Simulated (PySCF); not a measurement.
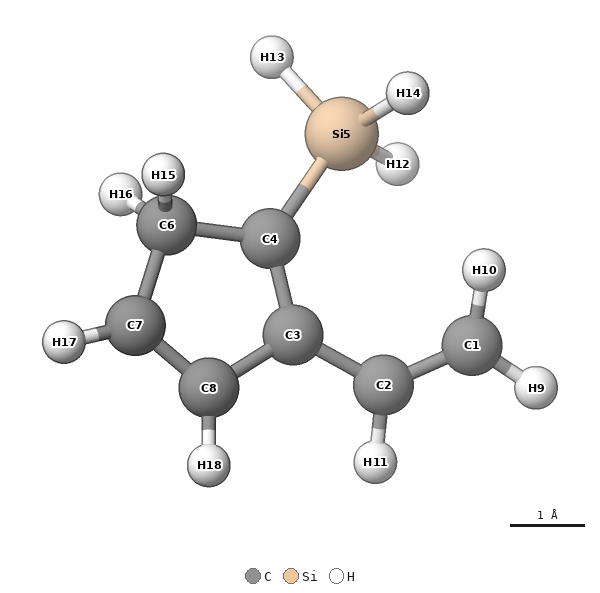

**Figure 1.** The input geometry (ball-and-stick view, seen at a tilt; atoms are numbered from 1 in the order of the input). Bond lengths as drawn: C–C 1.33 to 1.50 Å, C–H 1.08 to 1.09 Å, C–Si 1.87 Å and H–Si 1.46 to 1.47 Å.

## NMR shielding calculation of C7H10Si

System: C7H10Si.
Method: GIAO KT2/pcSseg-1 NMR shielding, non-relativistic, IEF-PCM chloroform (PySCF 2.14.0).

The geometry comes from this level: GFN2-xTB. Figures and captions count atoms from 1; the log counts them from 0 in places.

## Log
```
coarse grid: 15432 points
cycle   1  E = -569.4912668393  dE =  8.907e-01  |g| = 5.141e-01  |ddm| = 4.072e+00
cycle   2  E = -569.4255374564  dE =  6.573e-02  |g| = 7.079e-01  |ddm| = 1.348e+00
cycle   3  E = -569.5655040665  dE = -1.400e-01  |g| = 1.139e-01  |ddm| = 9.638e-01
cycle   4  E = -569.5679694183  dE = -2.465e-03  |g| = 6.320e-02  |ddm| = 1.933e-01
cycle   5  E = -569.5691094316  dE = -1.140e-03  |g| = 1.767e-02  |ddm| = 8.144e-02
cycle   6  E = -569.5691935589  dE = -8.413e-05  |g| = 4.316e-03  |ddm| = 2.055e-02
cycle   7  E = -569.5691976441  dE = -4.085e-06  |g| = 1.634e-03  |ddm| = 4.941e-03
final grid: 144104 points
cycle   8  E = -569.5917960990  dE = -2.329e-04  |g| = 1.698e-02  |ddm| = 9.338e-02
cycle   9  E = -569.5917000045  dE =  9.609e-05  |g| = 2.369e-02  |ddm| = 4.275e-02
cycle  10  E = -569.5918501422  dE = -1.501e-04  |g| = 6.170e-03  |ddm| = 3.295e-02
cycle  11  E = -569.5918595870  dE = -9.445e-06  |g| = 1.887e-03  |ddm| = 6.805e-03
cycle  12  E = -569.5918604957  dE = -9.087e-07  |g| = 3.783e-04  |ddm| = 1.898e-03
cycle  13  E = -569.5918605310  dE = -3.533e-08  |g| = 1.142e-04  |ddm| = 4.103e-04
cycle  14  E = -569.5918605337  dE = -2.662e-09  |g| = 5.993e-05  |ddm| = 1.524e-04
cycle  15  E = -569.5918605347  dE = -9.543e-10  |g| = 1.283e-05  |ddm| = 7.012e-05
```

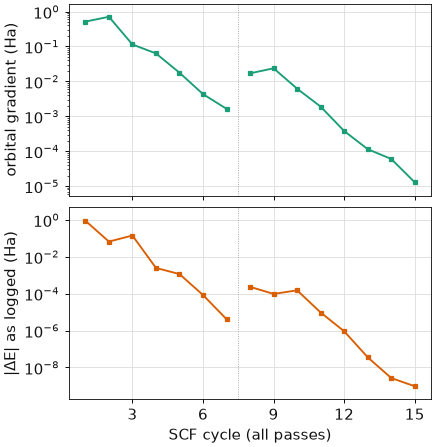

**Figure 2.** Convergence of the self-consistent field: orbital gradient and size of the energy change against the SCF cycle. The dotted line marks the change from a coarse to the final integration grid. The first 7 cycles use a coarse grid, the final grid takes over at cycle 8, and the field converges after 15 cycles in all.

```
converged SCF energy = -569.5918605347

GIAO shielding tensors (ppm)
atom      isotropic    diamagn.    paramagn.     s11        s22        s33       span
  0 C       69.530     259.102    -189.572    -22.401     67.766    163.225    185.626
  1 C       54.197     253.937    -199.740    -47.697     59.683    150.604    198.301
  2 C       32.937     256.700    -223.763    -56.898     30.574    125.136    182.034
  3 C       59.780     257.380    -197.599    -11.517     25.146    165.712    177.229
  4 Si     448.654     886.035    -437.381    417.760    444.188    484.016     66.257
  5 C      131.214     253.692    -122.479    116.741    124.842    152.058     35.317
  6 C       47.346     256.622    -209.276    -45.085     34.875    152.249    197.334
  7 C       52.528     250.076    -197.548    -35.330     59.938    132.976    168.306
  8 H       25.980      28.517      -2.537     24.039     25.290     28.613      4.574
  9 H       26.134      34.920      -8.786     23.141     25.460     29.802      6.660
 10 H       24.635      30.747      -6.112     21.876     24.469     27.560      5.684
 11 H       27.209      30.682      -3.473     23.922     26.230     31.474      7.552
 12 H       27.225      29.836      -2.610     23.190     26.546     31.940      8.750
 13 H       27.049      30.294      -3.246     23.703     24.921     32.521      8.818
 14 H       27.941      29.708      -1.767     22.935     27.420     33.468     10.533
 15 H       28.053      29.833      -1.780     23.136     27.556     33.468     10.332
 16 H       24.590      30.833      -6.244     23.461     24.525     25.784      2.322
 17 H       24.807      32.379      -7.571     23.184     24.375     26.862      3.678
```

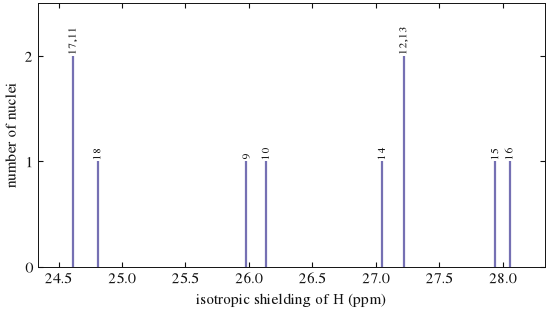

**Figure 3.** Isotropic shieldings of the hydrogen nuclei in this fixed geometry, labelled by atom number; shielding grows to the right, so chemical shift grows to the left. The least shielded is H17 (24.6 ppm), the most shielded H16 (28.1 ppm).

The run was set up as follows.

## Input file
```
{"job": {"xc": "KT2", "basis": "pcSseg-1", "solvent": "chloroform", "kind": "nmr", "pop": false}, "charge": 0, "multiplicity": 1}
C      2.595208     0.302690     0.102558
C      1.783029    -0.630878    -0.377325
C      0.348396    -0.693061    -0.182481
C     -0.538401     0.313577     0.050022
Si    -0.294032     2.164115     0.125414
C     -1.906436    -0.293047     0.181901
C     -1.669968    -1.749773    -0.014676
C     -0.366774    -1.958541    -0.232372
H      3.655885     0.276689    -0.082806
H      2.232691     1.113297     0.710446
H      2.198248    -1.457472    -0.943223
H      0.668195     2.599341    -0.888042
H     -1.595546     2.793018    -0.130584
H      0.156961     2.581210     1.459876
H     -2.341207    -0.078471     1.161148
H     -2.595632     0.112312    -0.562454
H     -2.454421    -2.484089     0.020369
H      0.115045    -2.904599    -0.409428
```

The first line tells a small driver script what to run in PySCF; the rest is the geometry in Å.

Launched with:
```bash
OMP_NUM_THREADS=1 python <driver script> task.json out
```

## Key numbers

- outcome: converged
- total energy: −569.591861 hartree
- HOMO: −5.33 eV
- LUMO: −2.14 eV
- dipole moment: 0.99 D
- isotropic shielding, C: 32.9 to 131.2 ppm
- isotropic shielding, Si: 448.7 ppm
- isotropic shielding, H: 24.6 to 28.1 ppm
- hardware: 1 CPU thread, shared host
- wall time: 13 s
- peak memory: 0.87 GiB
